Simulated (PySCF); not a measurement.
Input

```
{"job": {"kind": "nmr", "xc": "PBE0", "basis": "pcSseg-1"}, "charge": 0, "multiplicity": 1}
C      4.280356     1.070714     0.976979
C      3.342529     0.696848     0.318239
B      2.178133     0.203287    -0.501387
C      0.906268    -0.308497     0.216722
C      0.005577    -1.282497    -0.549015
C     -1.316068    -1.555812     0.175987
Si    -2.112137     0.120543     0.631272
N     -3.137893     0.574241    -0.684530
Si    -0.127497     1.299507     0.571634
H      5.099697     1.399688     1.549429
H      2.237991     0.255001    -1.673677
H      1.116694    -0.727484     1.206662
H      0.542016    -2.226052    -0.696432
H     -0.207408    -0.875134    -1.540900
H     -1.954258    -2.180708    -0.449428
H     -1.112393    -2.127819     1.083373
H     -2.822516    -0.000020     1.923469
H     -3.507955     1.510278    -0.711271
H     -3.841247    -0.074183    -1.003328
H      0.042506     2.309441    -0.485169
H      0.378684     1.935601     1.795602
```

Run with:

```sh
OMP_NUM_THREADS=1 python probes_run.py task.json out
```

Geometry: GFN2-xTB.

The calculation used PBE0/pcSseg-1, SCF density, gas phase, non-relativistic in PySCF 2.14.0.

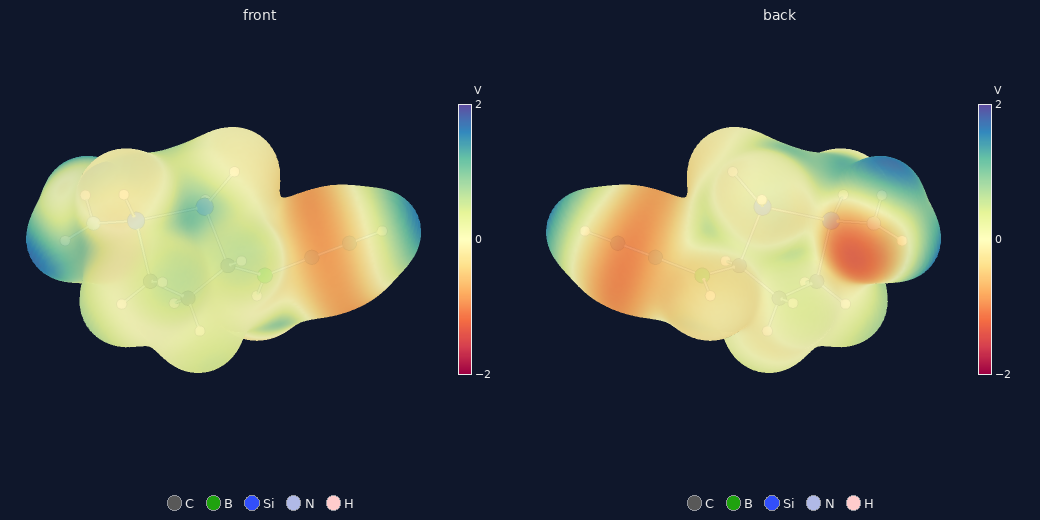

C₅H₁₂BNSi₂. The molecular electrostatic potential painted on the density surface at 0.002 e/bohr³, seen from the front and from behind; red is negative and blue positive.

Q: Where is the surface potential most negative and most positive?

A: The most negative region (about −1.2 V) lies over N8, the most positive (about +1.7 V) over H18 and H19. N8 is the likeliest acceptor of a hydrogen bond.

Q: How polar is the molecule by this calculation?

A: Its dipole moment is 2.00 D.
